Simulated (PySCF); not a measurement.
SMILES CC(=O)CC[SeH] (C₄H₈OSe) at its GFN2-xTB optimised geometry (Å):

```
14

C      2.1260     0.6644     0.0000
C      0.6214     0.6644     0.0000
O     -0.0326     1.6771     0.0000
C     -0.0113    -0.7112    -0.0119
C     -1.5093    -0.6684    -0.2571
Se    -2.5164     0.1760     1.2167
H      2.4723     0.4582    -1.0122
H      2.5164    -0.1087     0.6560
H      2.5009     1.6387     0.3013
H      0.4765    -1.3176    -0.7799
H      0.1977    -1.1787     0.9549
H     -1.7429    -0.1097    -1.1638
H     -1.9183    -1.6771    -0.3382
H     -1.9931     1.4923     0.9937
```

Computed with PBE0/def2-TZVP (PySCF 2.14.0).

Map of the Laplacian of the electron density (e/bohr⁵), clipped to [-1.50, 1.50] on the plane z = 0.6 Å:

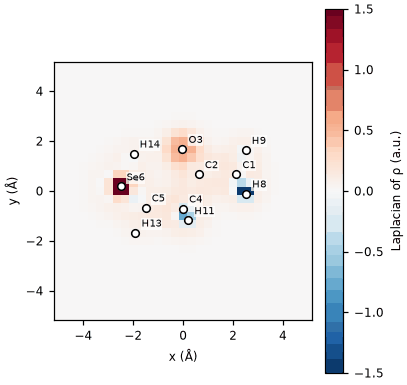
*Laplacian of the electron density (e/bohr⁵), clipped to [-1.50, 1.50] on the plane z = 0.6 Å.*
